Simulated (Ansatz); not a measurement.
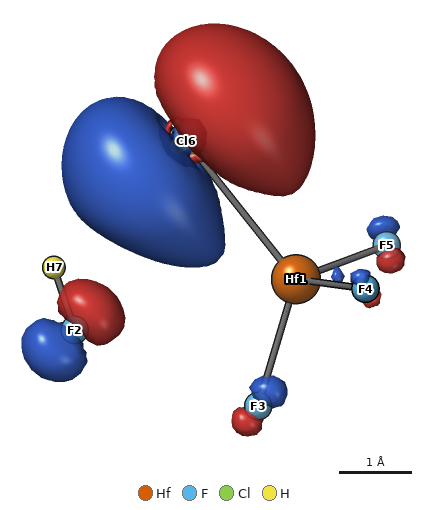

Figure. ClF3Hf···HF. The HOMO−1 at ±0.1 Å⁻³ᐟ² (red and blue are the two phases), seen at a tilt.

Core potentials replace the inner electrons of Hf; not at a stationary point (largest force 1.1 eV/Å).

Theory: Ansatz, RKS B3LYP/def2-SVP.

```xyz
7

Hf   -0.5427   -0.0398   -0.4171
F     0.0609    0.1296    2.6945
F     1.2658   -0.1293    0.1740
F    -0.6867    1.5496   -1.4389
F    -0.7145   -1.4684   -1.6533
Cl   -2.5417   -0.1171    1.0591
H    -0.8259    0.0753    2.9577
```

What is the character of this orbital?

Its weight (Hirshfeld) is mainly on Cl6 (about 85 %); largely a lone pair of Cl6. Its energy is −9.34 eV.
